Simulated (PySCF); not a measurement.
Molecule: SMILES N(B(C)C)(C)[SiH2]N. Atoms near the plane z = 0.0 Å, at the GFN2-xTB optimised geometry (x, y, z in Å): Si1 (-2.0, 0.0, 0.0), N3 (-0.3, 0.0, 0.0), H8 (-2.5, 1.3, 0.0), H18 (2.5, 0.9, -0.5), H20 (2.4, -0.8, -0.6).

Method: CAM-B3LYP/def2-SVP in PySCF. Cells within 0.4 Å of a nucleus heavier than hydrogen are left out (blank, or x). The values are rescaled to run from 0 to 1.

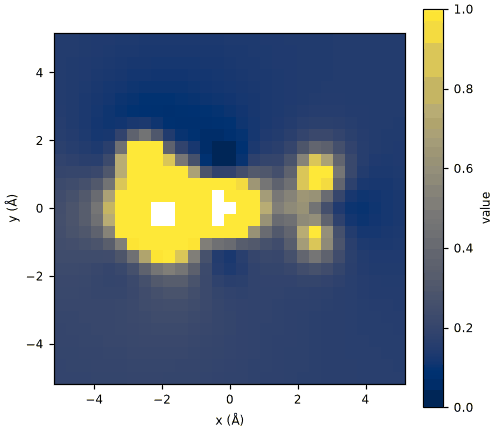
a field on the plane z = 0.0 Å.

Which quantity is mapped?
A) an orbital amplitude
B) deformation density (molecule minus spherical neutral atoms)
C) Laplacian of the electron density
D) electrostatic potential

D, electrostatic potential. In full: electrostatic potential (hartree/e), clipped to [-0.08, 0.12].
